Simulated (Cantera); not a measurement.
A closed system holds: 1 mol SiH₄, 6.6 mol NO, 1.4 mol O₃, at 133 Pa.

These are equilibrium values from Cantera (NASA tables, ideal gas, pure condensed phases), not measurements of a reactor. Candidate condensed phases: H₂O, Si, SiO₂, Si₂N₂O, Si₃N₄; 35 gas species. The tables hold silica as quartz up to 1696 K and as liquid above; real silica turns to tridymite and cristobalite and melts near 1996 K. Rates play no part.

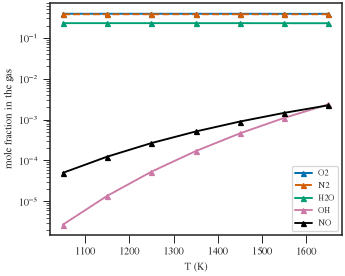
Figure: Equilibrium gas composition (values under 1e-9 drawn at 1e-9)

From 1050 K to 1650 K the condensed part is SiO₂(β-quartz).
